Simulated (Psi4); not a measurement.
Run report: SiH3F, single-point calculation (part 1 of 2)

- system: SiH3F, multiplicity 3, SMILES F[SiH3]
- method: CCSD/def2-TZVPP, UHF (Psi4 1.11)

The geometry is that of the parent species in another charge or spin state. The geometry comes from this level: PBE0-D4/def2-TZVP.

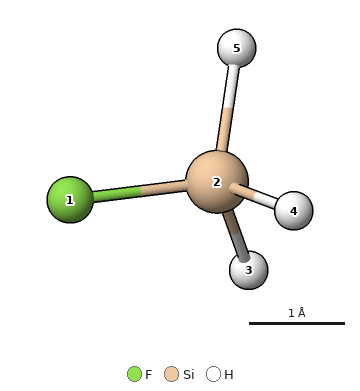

*The structure as given in the input (ball-and-stick view, seen at a tilt; atoms are numbered from 1 in the order of the input).*

The input (calc.py)
```python
import psi4

psi4.set_memory('1600 MB')
psi4.set_num_threads(1)
psi4.set_output_file('fh3si.out', False)

with open('fh3si.xyz') as f:
    atoms = ''.join(f.readlines()[2:])
mol = psi4.geometry('0 3\n' + atoms + 'symmetry c1\nno_reorient\nno_com')

options = {'basis': 'def2-TZVPP', 'reference': 'uhf', 'puream': True, 'e_convergence': 1e-09, 'd_convergence': 1e-08, 'scf_type': 'pk', 'num_frozen_docc': 6, 'maxiter': 200}
psi4.set_options(options)

result, w = psi4.energy("ccsd", return_wfn=True)
print(f'ccsd energy: {result:.10f} Eh')
```

File fh3si.xyz
```
5
FH3Si
F     -1.274600     0.162800     0.858000
Si     0.043300    -0.019300    -0.030700
H     -0.367800    -0.192600    -1.443700
H      0.768600    -1.217900     0.451600
H      0.880500     1.193400     0.123400
```

Run on 1 thread of Intel Xeon (Granite Rapids), 192 GiB of memory available, shared host.

Launch command:
```bash
python calc.py
```

What the program printed
```
Psi4 1.11 release

   => Loading Basis Set <=

    Name: DEF2-TZVPP
    Role: ORBITAL
    Keyword: BASIS

         ---------------------------------------------------------
                                   SCF
                              UHF Reference
                        1 Threads,   1525 MiB Core
         ---------------------------------------------------------

  ==> Geometry <==

    Molecular point group: c1
    Full point group: C1

    Geometry (in Angstrom), charge = 0, multiplicity = 3:

       Center              X                  Y                   Z               Mass
    ------------   -----------------  -----------------  -----------------  -----------------
         F           -1.274600000000     0.162800000000     0.858000000000    18.998403162730
         SI           0.043300000000    -0.019300000000    -0.030700000000    27.976926534650
         H           -0.367800000000    -0.192600000000    -1.443700000000     1.007825032230
         H            0.768600000000    -1.217900000000     0.451600000000     1.007825032230
         H            0.880500000000     1.193400000000     0.123400000000     1.007825032230

  Running in c1 symmetry.

  Rotational constants: A =      2.81561  B =      0.34229  C =      0.34225 [cm^-1]
  Rotational constants: A =  84409.95365  B =  10261.65657  C =  10260.45117 [MHz]
  Nuclear repulsion =   63.042807224251995

  Charge       = 0
  Multiplicity = 3
  Electrons    = 26
  Nalpha       = 14
  Nbeta        = 12

  ==> Algorithm <==

  SCF Algorithm Type is PK.
  DIIS enabled.
  MOM disabled.
  Fractional occupation disabled.
  Guess Type is SAD.
  Energy threshold   = 1.00e-09
  Density threshold  = 1.00e-08
  Integral threshold = 1.00e-12

  ==> Primary Basis <==

  Basis Set: DEF2-TZVPP
    Blend: DEF2-TZVPP
    Number of shells: 43
    Number of basis functions: 115
    Number of Cartesian functions: 129
    Spherical Harmonics?: true
    Max angular momentum: 3

  ==> Integral Setup <==

  Using in-core PK algorithm.
   Calculation information:
      Number of atoms:                   5
      Number of AO shells:              43
      Number of primitives:             71
      Number of atomic orbitals:       129
      Number of basis functions:       115

      Integral cutoff                 1.00e-12
      Number of threads:                 1

  Performing in-core PK
  Using 44495570 doubles for integral storage.
  We computed 432916 shell quartets total.
  Whereas there are 447931 unique shell quartets.

  ==> DiskJK: Disk-Based J/K Matrices <==

    J tasked:                  Yes
    K tasked:                  Yes
    wK tasked:                  No
    Memory [MiB]:             1144
    Schwarz Cutoff:          1E-12

  Minimum eigenvalue in the overlap matrix is 4.3567952389E-03.
  Reciprocal condition number of the overlap matrix is 8.7405284460E-04.
    Using symmetric orthogonalization.

  ==> Pre-Iterations <==

  SCF Guess: Superposition of Atomic Densities via on-the-fly atomic UHF (no occupation information).

   -------------------------
    Irrep   Nso     Nmo
   -------------------------
     A        115     115
   -------------------------
    Total     115     115
   -------------------------

  ==> Iterations <==

                        Total Energy        Delta E     RMS |[F,P]|

   @UHF iter SAD:  -389.54140214218614   -3.89541e+02   0.00000e+00
   @UHF iter   1:  -389.85409216137202   -3.12690e-01   3.15196e-03 ADIIS/DIIS
   @UHF iter   2:  -389.90129634917508   -4.72042e-02   2.28463e-03 ADIIS/DIIS
   @UHF iter   3:  -389.92427395538709   -2.29776e-02   4.53849e-04 ADIIS/DIIS
   @UHF iter   4:  -389.92902060936882   -4.74665e-03   2.20840e-04 ADIIS/DIIS
   @UHF iter   5:  -389.93101555501062   -1.99495e-03   1.31002e-04 ADIIS/DIIS
   @UHF iter   6:  -389.93221438771383   -1.19883e-03   7.80523e-05 DIIS
   @UHF iter   7:  -389.93276928287202   -5.54895e-04   5.54391e-05 DIIS
   @UHF iter   8:  -389.93313009143264   -3.60809e-04   4.38088e-05 DIIS
   @UHF iter   9:  -389.93342128359160   -2.91192e-04   3.50836e-05 DIIS
   @UHF iter  10:  -389.93367847955824   -2.57196e-04   2.55586e-05 DIIS
   @UHF iter  11:  -389.93380786481163   -1.29385e-04   1.95181e-05 DIIS
   @UHF iter  12:  -389.93389222976924   -8.43650e-05   1.27927e-05 DIIS
   @UHF iter  13:  -389.93391341692160   -2.11872e-05   7.91657e-06 DIIS
   @UHF iter  14:  -389.93392611451770   -1.26976e-05   3.63125e-06 DIIS
   @UHF iter  15:  -389.93392734618180   -1.23166e-06   1.54579e-06 DIIS
   @UHF iter  16:  -389.93392766725378   -3.21072e-07   8.72693e-07 DIIS
   @UHF iter  17:  -389.93392775778199   -9.05282e-08   5.72945e-07 DIIS
   @UHF iter  18:  -389.93392779850166   -4.07197e-08   3.24266e-07 DIIS
   @UHF iter  19:  -389.93392780968702   -1.11854e-08   2.15801e-07 DIIS
   @UHF iter  20:  -389.93392781474495   -5.05793e-09   9.37154e-08 DIIS
   @UHF iter  21:  -389.93392781562488   -8.79936e-10   5.41370e-08 DIIS
   @UHF iter  22:  -389.93392781597845   -3.53566e-10   2.85665e-08 DIIS
   @UHF iter  23:  -389.93392781607582   -9.73728e-11   1.31973e-08 DIIS
   @UHF iter  24:  -389.93392781609276   -1.69393e-11   7.00466e-09 DIIS
  Energy and wave function converged.

  ==> Post-Iterations <==

   @Spin Contamination Metric:   8.851727398E-03
   @S^2 Expected:                2.000000000E+00
   @S^2 Observed:                2.008851727E+00
   @S   Expected:                1.000000000E+00
   @S   Observed:                1.000000000E+00

    Orbital Energies [Eh]
    ---------------------

    Alpha Occupied:

       1A    -68.848457     2A    -26.295517     3A     -6.191296
       4A     -4.304683     5A     -4.299734     6A     -4.295357
       7A     -1.601087     8A     -0.860174     9A     -0.730074
      10A     -0.679521    11A     -0.676892    12A     -0.595023
      13A     -0.508851    14A     -0.173134

    Alpha Virtual:

      15A      0.126506    16A      0.127555    17A      0.147578
      18A      0.229553    19A      0.259335    20A      0.262568
      21A      0.312117    22A      0.335656    23A      0.341673
      24A      0.386764    25A      0.399787    26A      0.489653
      27A      0.573479    28A      0.656466    29A      0.684114
      30A      0.763725    31A      0.777485    32A      0.809745
      33A      0.828100    34A      0.878864    35A      0.911702
      36A      0.975143    37A      1.040197    38A      1.046194
      39A      1.109802    40A      1.117949    41A      1.125274
      42A      1.171723    43A      1.208557    44A      1.227120
      45A      1.398073    46A      1.399022    47A      1.411543
      48A      1.482245    49A      1.505492    50A      1.523384
      51A      1.538543    52A      1.574951    53A      1.595838
      54A      1.624100    55A      1.779825    56A      1.829439
      57A      1.837109    58A      2.376611    59A      2.382521
      60A      2.684513    61A      2.712982    62A      2.785383
      63A      2.913047    64A      2.958508    65A      3.007668
      66A      3.326859    67A      3.358793    68A      3.432098
      69A      3.529138    70A      3.536284    71A      3.587913
      72A      3.637997    73A      3.682200    74A      3.746856
      75A      3.756084    76A      3.788375    77A      3.869190
      78A      3.877715    79A      3.895764    80A      3.943206
      81A      4.015308    82A      4.081653    83A      4.109609
      84A      4.116001    85A      4.159473    86A      4.224135
      87A      4.264167    88A      4.319645    89A      4.352752
      90A      4.411767    91A      4.631532    92A      4.791113
      93A      4.843047    94A      4.984162    95A      4.993216
      96A      5.609296    97A      5.612963    98A      5.775517
      99A      6.911513   100A      7.208350   101A      7.250968
     102A      7.389227   103A      7.389465   104A      7.419200
     105A      7.419297   106A      7.484728   107A      7.489577
     108A      7.819639   109A      8.939620   110A      8.939628
     111A      9.218587   112A      9.224010   113A      9.516001
     114A     12.678739   115A     58.715300

    Beta Occupied:

       1A    -68.845271     2A    -26.289455     3A     -6.187575
       4A     -4.294500     5A     -4.291737     6A     -4.289389
       7A     -1.583175     8A     -0.762689     9A     -0.670652
      10A     -0.648149    11A     -0.600308    12A     -0.474085

    Beta Virtual:

      13A     -0.144886    14A      0.128051    15A      0.152179
      16A      0.165925    17A      0.172616    18A      0.267014
      19A      0.267232    20A      0.343396    21A      0.371038
      22A      0.371612    23A      0.392004    24A      0.422960
      25A      0.430656    26A      0.530415    27A      0.596747
      28A      0.704749    29A      0.709794    30A      0.805672
      31A      0.809079    32A      0.833143    33A      0.835990
      34A      0.922607    35A      0.934078    36A      1.025850
      37A      1.056508    38A      1.059514    39A      1.132625
      40A      1.133032    41A      1.162883    42A      1.182926
      43A      1.230733    44A      1.243319    45A      1.415532
      46A      1.426873    47A      1.430984    48A      1.511264
      49A      1.522578    50A      1.555140    51A      1.559330
      52A      1.586963    53A      1.611905    54A      1.641520
      55A      1.812742    56A      1.840249    57A      1.861337
      58A      2.384995    59A      2.388239    60A      2.707670
      61A      2.718684    62A      2.853868    63A      2.922710
      64A      2.979660    65A      3.020119    66A      3.364097
      67A      3.402638    68A      3.455649    69A      3.557487
      70A      3.571676    71A      3.598206    72A      3.672425
      73A      3.702046    74A      3.765221    75A      3.772075
      76A      3.815509    77A      3.896648    78A      3.911657
      79A      3.929091    80A      3.953410    81A      4.047321
      82A      4.100159    83A      4.119215    84A      4.151907
      85A      4.175784    86A      4.232308    87A      4.276418
      88A      4.335987    89A      4.362188    90A      4.419310
      91A      4.669975    92A      4.802270    93A      4.848884
      94A      4.990840    95A      4.998550    96A      5.613778
      97A      5.620100    98A      5.786363    99A      6.917821
     100A      7.221632   101A      7.253865   102A      7.392294
     103A      7.392530   104A      7.422671   105A      7.422683
     106A      7.490114   107A      7.492592   108A      7.826162
     109A      8.946602   110A      8.946716   111A      9.228438
     112A      9.229082   113A      9.522981   114A     12.683772
     115A     58.719628

    Final Occupation by Irrep:
              A
    DOCC [    12 ]
    SOCC [     2 ]
    NA   [    14 ]
    NB   [    12 ]

  @UHF Final Energy:  -389.93392781609276

   => Energetics <=

    Nuclear Repulsion Energy =             63.0428072242519946
    One-Electron Energy =                -666.9566852161901807
    Two-Electron Energy =                 213.9799501758454312
    Total Energy =                       -389.9339278160927620

  UHF NO Occupations:
  HONO-2 :   12  A 1.9967905
  HONO-1 :   13  A 1.0000000
  HONO-0 :   14  A 1.0000000
  LUNO+0 :   15  A 0.0032095
  LUNO+1 :   16  A 0.0008857
  LUNO+2 :   17  A 0.0002634
  LUNO+3 :   18  A 0.0000371

Computation Completed

Properties will be evaluated at   0.000000,   0.000000,   0.000000 [a0]

Properties computed using the SCF density matrix

 Multipole Moments:

 ------------------------------------------------------------------------------------
     Multipole            Electronic (a.u.)      Nuclear  (a.u.)        Total (a.u.)
 ------------------------------------------------------------------------------------

 L = 1.  Multiply by 2.5417464519 to convert [e a0] to [Debye]
 Dipole X            :         18.0425055          -18.1109462           -0.0684407
 Dipole Y            :         -1.9595774            1.8479632           -0.1116143
 Dipole Z            :        -12.9815749           12.1386558           -0.8429191
 Magnitude           :                                                    0.8530267

 ------------------------------------------------------------------------------------

	total time  =          6 seconds =       0.10 minutes
 MINTS: Wrapper to libmints.

   Calculation information:
      Number of threads:                 1
      Number of atoms:                   5
      Number of AO shells:              43
      Number of SO shells:              43
      Number of primitives:             71
      Number of atomic orbitals:       129
      Number of basis functions:       115
```
